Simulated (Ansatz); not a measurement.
# NH2 (SMILES [NH2]) at UCCSDT/6-31G(d) (spherical functions)

Aim: the vertical doublet–quartet gap of NH2 at UCCSDT/6-31G* (spherical functions), from 2 runs. 

Program for the calculation: Ansatz 0.2.0.

48 further runs of the same task are left out: 48 set aside as unsound or not needed.

**1. The molecule**

NH2 has 3 atoms, charge 0, and is taken as a doublet. As SMILES, `[NH2]`. Geometry: relaxed at GFN2-xTB.

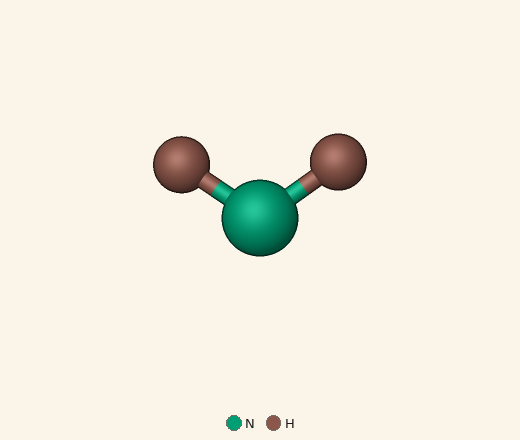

The structure, seen from a chosen angle (nitrogen teal, hydrogen brown).

**2. A single-point energy at UCCSDT/6-31G(d) (spherical functions)**

Input file in.yaml:

```yaml
crystal:
  periodic: [false, false, false]
  atoms:
    - symbol: N
      position_ang: [0.307180, -0.182210, 0.151440]
    - symbol: H
      position_ang: [0.155580, 0.820260, 0.174790]
    - symbol: H
      position_ang: [-0.462760, -0.638040, -0.326220]
basis:
  gaussian:
    orbitals: 6-31G_st_-spherical.json
magnetization:
  spin_polarized: true
  initial_magnetization: 1
correlation:
  method: ccsdt
  frozen_orbitals: {H: 0, "N": 1}
accuracy: high
scf:
  omitted_lower_state_checks: [cluster_reference, increment]
```

The basis set 6-31G* is read from a file made from the Basis Set Exchange's data (not shown).

The run is started by

```bash
$ ansatz run in.yaml --threads 1 --pin off --max-ram 2610MiB --events-out events.jsonl --progress --plain --runs-dir runs
```

Log:

```text
Warning: RAYON_NUM_THREADS=1 ignored (pool sized by the plan → 1); use --threads N
Functional definition: HF
  name "HF"
  exchange = exact_x
  correlation = 0
these checks for a lower state are left out or cut short: cluster_reference, increment
330 factors; integrals over basis functions are off by at most 4.2e-9 eV
mean field evaluation 1: about -1511.1405 eV, gradient 1.2e1 eV
mean field evaluation 2: about -1511.1400 eV, gradient 1.2e1 eV
mean field evaluation 4: about -1511.7512 eV, gradient 1.0e0 eV
mean field evaluation 8: about -1511.7580 eV, gradient 8.7e-3 eV
mean field -1511.75800501 eV, -55.5560819777 hartree, gradient 8.5e-8 eV, S^2 0.757775; 0 other end points of the search recorded, 0 dependent functions left out
1 core orbitals not correlated: weight in the atoms' cores, before any rotation towards them, 1.000 or more for the frozen orbitals, at most 0.000 for the correlated occupied ones
reference -1511.75800501 eV, -55.5560819777 hartree; 4, 3 occupied and 13, 14 virtual orbitals, 330 factors
second order -3.56886946 eV of doubles, -0.00000000 eV of singles
cycle   1  -3.94095167 eV  change   -3.7e-1 eV  update   3.8e-2
cycle   2  -4.11572180 eV  change   -1.7e-1 eV  update   1.5e-2
cycle   3  -4.12825808 eV  change   -1.3e-2 eV  update   5.0e-3
cycle   4  -4.13014182 eV  change   -1.9e-3 eV  update   2.4e-3
cycle   5  -4.13048750 eV  change   -3.5e-4 eV  update   1.0e-3
cycle   6  -4.13077257 eV  change   -2.9e-4 eV  update   4.3e-4
cycle   7  -4.13095008 eV  change   -1.8e-4 eV  update   1.9e-4
cycle   8  -4.13091749 eV  change    3.3e-5 eV  update   8.0e-5
cycle   9  -4.13090626 eV  change    1.1e-5 eV  update   4.0e-5
cycle  10  -4.13091713 eV  change   -1.1e-5 eV  update   1.7e-5
cycle  11  -4.13091659 eV  change    5.4e-7 eV  update   6.0e-6
cycle  12  -4.13091358 eV  change    3.0e-6 eV  update   1.6e-6
cycle  13  -4.13091189 eV  change    1.7e-6 eV  update   5.5e-7
cycle  14  -4.13091185 eV  change    3.7e-8 eV  update   1.9e-7
cycle  15  -4.13091195 eV  change   -1.0e-7 eV  update   6.9e-8
cycle  16  -4.13091200 eV  change   -5.2e-8 eV  update   2.4e-8
cycle  17  -4.13091199 eV  change    1.1e-8 eV  update   1.2e-8
cycle  18  -4.13091200 eV  change   -1.1e-8 eV  update   1.1e-8
cycle  19  -4.13091201 eV  change   -2.9e-9 eV  update   3.7e-9
cycle  20  -4.13091201 eV  change   -1.7e-9 eV  update   1.2e-9
cycle  21  -4.13091201 eV  change   4.2e-10 eV  update  4.4e-10
cycle  22  -4.13091201 eV  change   2.9e-10 eV  update  2.0e-10
Total energy: -1515.88891702 eV, -55.7078901940 hartree
Checks for a lower state left out: cluster_reference, increment
```

Run time: 1.1 s. Hardware: 1 thread of Arm Neoverse V1, shared host.

**3. The quartet**

Input file in.yaml:

```yaml
crystal:
  periodic: [false, false, false]
  atoms:
    - {symbol: "N", position_ang: [0.307180, -0.182210, 0.151440]}
    - {symbol: H, position_ang: [0.155580, 0.820260, 0.174790]}
    - {symbol: H, position_ang: [-0.462760, -0.638040, -0.326220]}
basis:
  gaussian:
    orbitals: 6-31G_st_-spherical.json
total_charge: 0
magnetization:
  spin_polarized: true
  initial_magnetization: 3
correlation:
  method: ccsdt
  frozen_orbitals: {H: 0, "N": 1}
accuracy: high
scf:
  omitted_lower_state_checks: [cluster_reference, increment]
```

The basis set 6-31G* is read from a file made from the Basis Set Exchange's data (not shown).

The run is started by

```bash
$ ansatz run in.yaml --threads 1 --pin off --max-ram 2610MiB --events-out events.jsonl --progress --plain --runs-dir runs
```

Log:

```text
Warning: RAYON_NUM_THREADS=1 ignored (pool sized by the plan → 1); use --threads N
Functional definition: HF
  name "HF"
  exchange = exact_x
  correlation = 0
these checks for a lower state are left out or cut short: cluster_reference, increment
330 factors; integrals over basis functions are off by at most 4.2e-9 eV
mean field evaluation 1: about -1503.5501 eV, gradient 9.6e0 eV
mean field evaluation 2: about -1503.5519 eV, gradient 9.6e0 eV
mean field evaluation 4: about -1504.1587 eV, gradient 1.0e0 eV
mean field evaluation 8: about -1504.1688 eV, gradient 9.9e-3 eV
mean field evaluation 16: about -1503.9908 eV, gradient 1.6e0 eV
mean field -1504.16883975 eV, -55.2771852984 hartree, gradient 1.9e-8 eV, S^2 3.756080; 2 other end points of the search recorded, 0 dependent functions left out
1 core orbitals not correlated: weight in the atoms' cores, before any rotation towards them, 1.000 or more for the frozen orbitals, at most 0.000 for the correlated occupied ones
reference -1504.16883975 eV, -55.2771852984 hartree; 5, 2 occupied and 12, 15 virtual orbitals, 330 factors
second order -2.85006111 eV of doubles, -0.00000000 eV of singles
cycle   1  -3.25005685 eV  change   -4.0e-1 eV  update   4.1e-2
cycle   2  -3.44371392 eV  change   -1.9e-1 eV  update   1.9e-2
cycle   3  -3.45846807 eV  change   -1.5e-2 eV  update   8.8e-3
cycle   4  -3.46468650 eV  change   -6.2e-3 eV  update   5.1e-3
cycle   5  -3.46732370 eV  change   -2.6e-3 eV  update   2.6e-3
cycle   6  -3.46851918 eV  change   -1.2e-3 eV  update   8.9e-4
cycle   7  -3.46866724 eV  change   -1.5e-4 eV  update   2.8e-4
cycle   8  -3.46853326 eV  change    1.3e-4 eV  update   1.1e-4
cycle   9  -3.46852424 eV  change    9.0e-6 eV  update   4.2e-5
cycle  10  -3.46853195 eV  change   -7.7e-6 eV  update   1.5e-5
cycle  11  -3.46852603 eV  change    5.9e-6 eV  update   4.8e-6
cycle  12  -3.46852454 eV  change    1.5e-6 eV  update   1.8e-6
cycle  13  -3.46852429 eV  change    2.5e-7 eV  update   9.5e-7
cycle  14  -3.46852499 eV  change   -7.0e-7 eV  update   5.7e-7
cycle  15  -3.46852493 eV  change    6.5e-8 eV  update   3.1e-7
cycle  16  -3.46852478 eV  change    1.5e-7 eV  update   1.5e-7
cycle  17  -3.46852471 eV  change    7.0e-8 eV  update   6.8e-8
cycle  18  -3.46852473 eV  change   -2.2e-8 eV  update   4.3e-8
cycle  19  -3.46852473 eV  change   -1.8e-9 eV  update   3.1e-8
cycle  20  -3.46852478 eV  change   -4.5e-8 eV  update   2.1e-8
cycle  21  -3.46852479 eV  change   -1.3e-8 eV  update   1.2e-8
cycle  22  -3.46852480 eV  change   -1.2e-8 eV  update   1.4e-8
cycle  23  -3.46852482 eV  change   -1.4e-8 eV  update   8.0e-9
cycle  24  -3.46852482 eV  change   -4.6e-9 eV  update   3.5e-9
cycle  25  -3.46852482 eV  change  -5.3e-10 eV  update   1.3e-9
cycle  26  -3.46852482 eV  change   1.2e-10 eV  update  4.0e-10
Total energy: -1507.63736457 eV, -55.4046512345 hartree
Checks for a lower state left out: cluster_reference, increment
```

Run time: 1.1 s. Hardware: 1 thread of Arm Neoverse V1, shared host.

**4. What came out**

Level: UCCSDT/6-31G* (spherical functions), 1 core orbital frozen.

| quantity | value |
| --- | --- |
| doublet: total energy | -55.70789 Eh |
| doublet: correlation energy (1 core orbital frozen) | -151.8 mEh |
| doublet: ⟨S²⟩ of the reference determinant | 0.758 |
| doublet: T1 diagnostic | 0.006 |
| quartet: total energy | -55.40465 Eh |
| quartet: correlation energy (1 core orbital frozen) | -127.5 mEh |
| quartet: ⟨S²⟩ of the reference determinant | 3.756 |
| quartet: T1 diagnostic | 0.010 |
| vertical energy of the quartet above the doublet | 8.252 eV |

**Reading.** At this shape the quartet lies 8.25 eV (190 kcal/mol) above the doublet.
